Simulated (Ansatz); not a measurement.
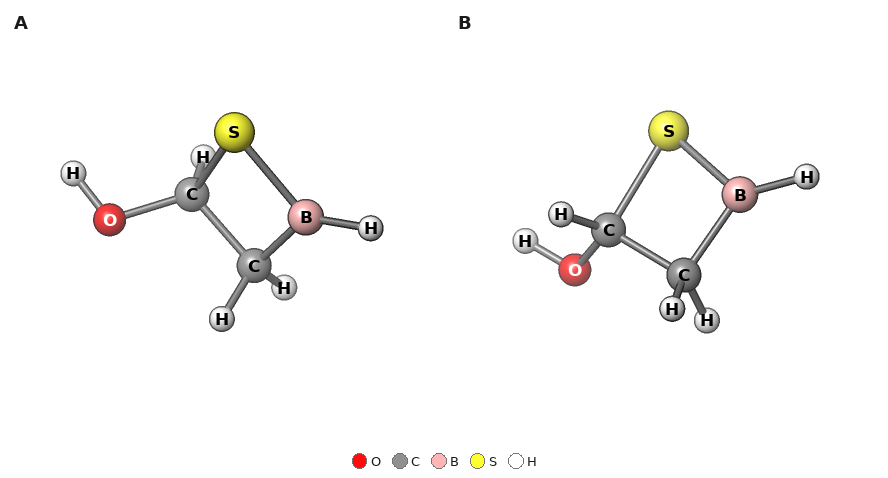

Depth is shown by fading: the farther an atom, the more it takes the colour of the background. The geometry was computed by an optimisation with PBE0-D4/def2-TZVP. No frequency run is at hand to confirm it as a minimum.

Q: Are A and B the same structure? If not, how do they differ?

A: No. They are enantiomers, mirror images that no rotation superimposes: A is O[C@@H]1CBS1 (S), B is O[C@H]1CBS1 (R). Their energies are equal.
